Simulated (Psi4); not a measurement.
**H3S+ (sulfonium): B3LYP/def2-TZVPPD**

What is the vertical singlet–triplet gap of H3S+ (sulfonium) at B3LYP/def2-TZVPPD? 

The results are computed with Psi4 1.11.

5 further runs of the same task are left out: 1 that didn't finish, 4 set aside as unsound or not needed.

## Step 1: The structure to begin with

H3S+ has 4 atoms, charge +1, and is taken as a singlet. As SMILES, `[SH3+]`. The coordinates come from a GFN2-xTB relaxation.

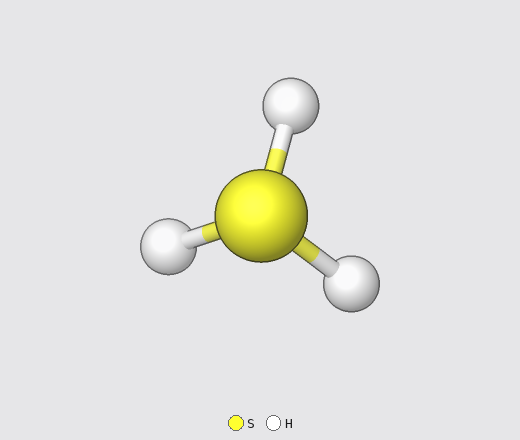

The structure, seen from a chosen angle (sulfur yellow, hydrogen white).

## Step 2: Energy and gradient at B3LYP/def2-TZVPPD

Contents of h3s.xyz:

```xyz
4
H3S
S      0.301620    -0.100910    -0.445950
H      0.848020     0.280920     0.734350
H     -0.494150    -1.037930     0.125030
H     -0.655500     0.857920    -0.413440
```

Contents of h3s_ase.py:

```python
import numpy as np
from ase.calculators.psi4 import Psi4
from ase.io import read

mol = read('h3s.xyz')
calc = Psi4(atoms=mol, method='b3lyp', basis='def2-TZVPPD', memory='1600MB', num_threads=1, charge=1, multiplicity=1, label='h3s')
calc.psi4.set_options({'puream': True, 'e_convergence': 1e-09, 'd_convergence': 1e-08, 'scf_type': 'pk', 'dft_radial_points': 99, 'dft_spherical_points': 590})
mol.calc = calc

forces = mol.get_forces()
print(f'energy: {mol.get_potential_energy():.6f} eV')
print('forces / eV A^-1')
print(np.round(forces, 5))
```

Started as:

```sh
$ python h3s_ase.py
```

h3s.dat:

```text
[...]
  Running in c1 symmetry.
[...]
  Nuclear repulsion =   19.543150805021565
[...]
  Multiplicity = 1
[...]
  Nalpha       = 9
  Nbeta        = 9
[...]
    Number of basis functions: 102
[...]
   @RKS iter   1:  -399.69262521879011    2.53940e-01   2.92747e-03 DIIS/ADIIS
[...]
   @RKS iter   8:  -399.70695383645972   -1.87015e-11   3.21401e-09 DIIS
[...]
    Orbital Energies [Eh]
    ---------------------
    Doubly Occupied:
       1A    -89.223844     2A     -8.299156     3A     -6.259837
       4A     -6.259836     5A     -6.255469     6A     -1.097528
       7A     -0.757060     8A     -0.757031     9A     -0.661231
[...]
  @RKS Final Energy:  -399.70695383645972
   => Energetics <=
    Nuclear Repulsion Energy =             19.5431508050215648
    One-Electron Energy =                -584.1622196518999317
    Two-Electron Energy =                 186.2745810946244092
    DFT Exchange-Correlation Energy =     -21.3624660842057992
    Empirical Dispersion Energy =           0.0000000000000000
    VV10 Nonlocal Energy =                  0.0000000000000000
    Total Energy =                       -399.7069538364597179
[...]
 Multipole Moments:
 ------------------------------------------------------------------------------------
     Multipole            Electronic (a.u.)      Nuclear  (a.u.)        Total (a.u.)
 ------------------------------------------------------------------------------------
 L = 1.  Multiply by 2.5417464519 to convert [e a0] to [Debye]
 Dipole X            :          0.6575671           -1.0324127           -0.3748456
 Dipole Y            :         -0.2200137            0.3454012            0.1253875
 Dipole Z            :         -0.9720708            1.5264175            0.5543467
 Magnitude           :                                                    0.6808315
[...]
  -Total Gradient:
     Atom            X                  Y                   Z
    ------   -----------------  -----------------  -----------------
       1        0.000301402926    -0.000048299542    -0.000611314639
       2       -0.001033477581    -0.000180837535    -0.000344193521
       3        0.000237575063     0.001085310965     0.000214396950
       4        0.000494487375    -0.000856121279     0.000741148427
[...]
```

The script printed:

```text
Memory set to   1.490 GiB by Python driver.
  Threads set to 1 by Python driver.

  Memory set to   1.490 GiB by Python driver.
  Threads set to 1 by Python driver.
energy: -10876.580217 eV
forces / eV A^-1
[[-0.0155   0.00248  0.03144]
 [ 0.05314  0.0093   0.0177 ]
 [-0.01222 -0.05581 -0.01102]
 [-0.02543  0.04402 -0.03811]]
```

Run time: 9.9 s. Hardware: 1 thread of Intel Xeon 6975P-C (Granite Rapids), shared host; peak memory 0.76 GiB.

## Step 3: The triplet: the energy at UB3LYP/def2-TZVPPD

Contents of job.json:

```json
{
 "schema_name": "qcschema_input",
 "schema_version": 1,
 "molecule": {
  "schema_name": "qcschema_molecule",
  "schema_version": 2,
  "symbols": ["S", "H", "H", "H"],
  "geometry": [0.56997919, -0.19069226, -0.84272337, 1.60252555, 0.53086186, 1.38772038, -0.93380816, -1.96140344, 0.23627246, -1.23871547, 1.62123384, -0.78128837],
  "molecular_charge": 1,
  "molecular_multiplicity": 3,
  "fix_symmetry": "c1",
  "fix_com": true,
  "fix_orientation": true
 },
 "driver": "energy",
 "model": {
  "method": "b3lyp",
  "basis": "def2-TZVPPD"
 },
 "keywords": {
  "reference": "uks",
  "puream": true,
  "e_convergence": 1e-09,
  "d_convergence": 1e-08,
  "scf_type": "pk",
  "dft_radial_points": 99,
  "dft_spherical_points": 590,
  "maxiter": 200
 }
}
```

Started as:

```sh
$ psi4 --qcschema job.json -n 1 --memory 1600MB
```

stdout:

```text
[...]
                   'protocols': {'error_correction': {'default_policy': True, 'policies': None},
                                 'native_files': 'none',
[...]
  Running in c1 symmetry.
[...]
  Nuclear repulsion =   19.543150808473719
[...]
  Multiplicity = 3
[...]
  Nalpha       = 10
  Nbeta        = 8
[...]
    Number of basis functions: 102
[...]
   @UKS iter   1:  -399.39298617298886    5.53579e-01   2.73775e-03 ADIIS/DIIS
[...]
   @UKS iter  23:  -399.41611723479161   -6.82121e-13   7.02292e-09 DIIS
[...]
   @S^2 Observed:                2.006173328E+00
[...]
    Orbital Energies [Eh]
    ---------------------
    Alpha Occupied:
       1A    -89.293015     2A     -8.358148     3A     -6.328331
       4A     -6.317659     5A     -6.314414     6A     -1.144624
       7A     -0.788933     8A     -0.787890     9A     -0.749746
      10A     -0.383291
    Alpha Virtual:
      11A     -0.312273    12A     -0.252402    13A     -0.162951
      14A     -0.153993    15A     -0.147532    16A     -0.133895
      17A     -0.133005    18A     -0.125736    19A     -0.044179
      20A     -0.005211    21A      0.001158    22A      0.019399
      23A      0.019591    24A      0.045123    25A      0.059957
[...]
  @UKS Final Energy:  -399.41611723479161
   => Energetics <=
    Nuclear Repulsion Energy =             19.5431508084737189
    One-Electron Energy =                -583.0973003196542095
    Two-Electron Energy =                 185.5035780830538954
    DFT Exchange-Correlation Energy =     -21.3655458066649651
    Empirical Dispersion Energy =           0.0000000000000000
    VV10 Nonlocal Energy =                  0.0000000000000000
    Total Energy =                       -399.4161172347916136
[...]
 Multipole Moments:
 ------------------------------------------------------------------------------------
     Multipole            Electronic (a.u.)      Nuclear  (a.u.)        Total (a.u.)
 ------------------------------------------------------------------------------------
 L = 1.  Multiply by 2.5417464519 to convert [e a0] to [Debye]
 Dipole X            :         -8.3344642            8.5496690            0.2152047
 Dipole Y            :          2.8550319           -2.8603839           -0.0053520
 Dipole Z            :         12.1778040          -12.6408695           -0.4630654
 Magnitude           :                                                    0.5106577
[...]
```

The result, in JSON:

```text
{
 "driver": "energy",
 "model": {
  "method": "b3lyp",
  "basis": "def2-TZVPPD"
 },
 "success": true,
 "return_result": -399.4161172347916,
 "properties": {
  "calcinfo_nbasis": 102,
  "calcinfo_nmo": 102,
  "calcinfo_nalpha": 10,
  "calcinfo_nbeta": 8,
  "calcinfo_natom": 4,
  "nuclear_repulsion_energy": 19.54315080847372,
  "return_energy": -399.4161172347916,
  "scf_one_electron_energy": -583.0973003196542,
  "scf_two_electron_energy": 185.5035780830539,
  "scf_xc_energy": -21.365545806664965,
  "scf_dipole_moment": [0.2152047278000726, -0.005351992779470738, -0.4630654333482447],
  "scf_total_energy": -399.4161172347916,
  "scf_iterations": 23
 }
}
```

It took 23 s on 1 thread of Intel Xeon 6975P-C (Granite Rapids), shared host; peak memory 0.75 GiB.

## Step 4: Summary of results

Level: B3LYP/def2-TZVPPD.

```
                                        quantity          value
                           singlet: total energy  -399.70695 Eh
                            singlet: HOMO energy      -17.99 eV
                            singlet: LUMO energy       -7.44 eV
                          singlet: HOMO–LUMO gap       10.55 eV
               singlet: largest force on an atom     0.064 eV/Å
                           triplet: total energy  -399.41612 Eh
     triplet: HOMO energy (highest over α and β)      -10.43 eV
                                   triplet: ⟨S²⟩          2.006
vertical energy of the triplet above the singlet       7.914 eV
```

At this shape the triplet lies 7.91 eV (764 kJ/mol) above the singlet.
